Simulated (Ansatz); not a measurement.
# BFH₆Si₂: basis-set convergence

How large a basis does BFH₆Si₂ need? Two functionals are run in growing sets.

Program: Ansatz 0.2.0, Gaussian basis. Level of theory: one geometry, several basis sets. These are calculated values, not measurements.

The runs, in order: PBE0-D4/def2-SVP; ωB97M-V/def2-SVP; PBE0-D4/def2-QZVPP; ωB97M-V/def2-QZVPP; the functionals' def2-TZVPP values are taken from earlier runs.

## (1) The relaxed structure

The geometry comes from an earlier relaxation with PBE0-D4 in a triple-zeta def2 set; it is a stationary point, not always the lowest conformer.

SMILES `F[SiH2]B[SiH3]`, 10 atoms, charge 0, spin multiplicity 1.

Atoms are counted from 1 here; the program's logs count them from 0.

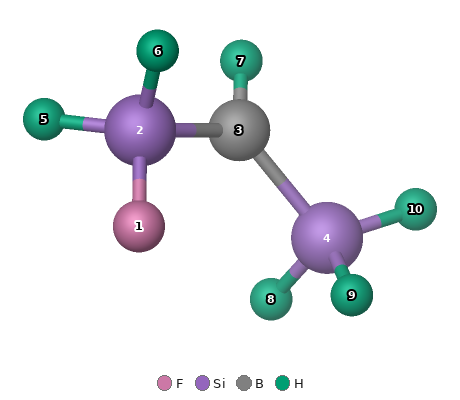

The structure; fluorine pink, silicon purple, boron grey, hydrogen teal; atoms are numbered from 1 in the order of the file.

Geometry (Å):

| atom | x (Å) | y (Å) | z (Å) |
| --- | --- | --- | --- |
| F1 | -2.18244 | 0.96511 | 0.11603 |
| Si2 | -0.88479 | 1.31756 | -0.76496 |
| B3 | 0.67909 | 0.14665 | -0.35746 |
| Si4 | 0.67780 | -1.36473 | 0.95803 |
| H5 | -1.27872 | 1.18846 | -2.19545 |
| H6 | -0.53408 | 2.73902 | -0.48655 |
| H7 | 1.66160 | 0.35080 | -1.01331 |
| H8 | 0.15507 | -2.52133 | 0.16638 |
| H9 | -0.23700 | -1.14584 | 2.10920 |
| H10 | 2.02658 | -1.72691 | 1.47089 |

## (2) PBE0-D4 in def2-SVP

Input file in.yaml:

```yaml
crystal:
  periodic: [false, false, false]
  atoms:
    - {symbol: F, position_ang: [-2.182444, 0.965114, 0.116026]}
    - {symbol: Si, position_ang: [-0.884795, 1.317559, -0.764959]}
    - {symbol: B, position_ang: [0.679092, 0.146649, -0.357465]}
    - {symbol: Si, position_ang: [0.677797, -1.364731, 0.958035]}
    - {symbol: H, position_ang: [-1.278725, 1.188464, -2.195451]}
    - {symbol: H, position_ang: [-0.534081, 2.739025, -0.486548]}
    - {symbol: H, position_ang: [1.661601, 0.350798, -1.013311]}
    - {symbol: H, position_ang: [0.155072, -2.521329, 0.166383]}
    - {symbol: H, position_ang: [-0.236999, -1.145842, 2.109197]}
    - {symbol: H, position_ang: [2.026583, -1.726907, 1.470893]}
basis:
  gaussian: {orbitals: def2-SVP}
hamiltonian: {xc: pbe0, dispersion: d4}
output: {orbitals: {seedname: orbitals}}
```

Run with:

```console
> ansatz run in.yaml --threads 2 --pin off --events-out ev --progress --plain --max-ram 4352MiB
```

After this run come: ωB97M-V in def2-SVP; PBE0-D4 in def2-QZVPP; ωB97M-V in def2-QZVPP.

**Question.** What will the summary of the whole plan be? Wanted: PBE0-D4: double and triple zeta above quadruple; ωB97M-V: double and triple zeta above quadruple.

**Answer**, as computed:

```
                                       quantity           value
PBE0-D4: double and triple zeta above quadruple  10.61, 0.74 eV
ωB97M-V: double and triple zeta above quadruple  10.75, 0.69 eV
```

What this shows: PBE0-D4 gains 9.87 eV from double to triple zeta, then 0.74 eV more. These are total energies; as a rule much of such shifts cancels in differences, which this series doesn't test.
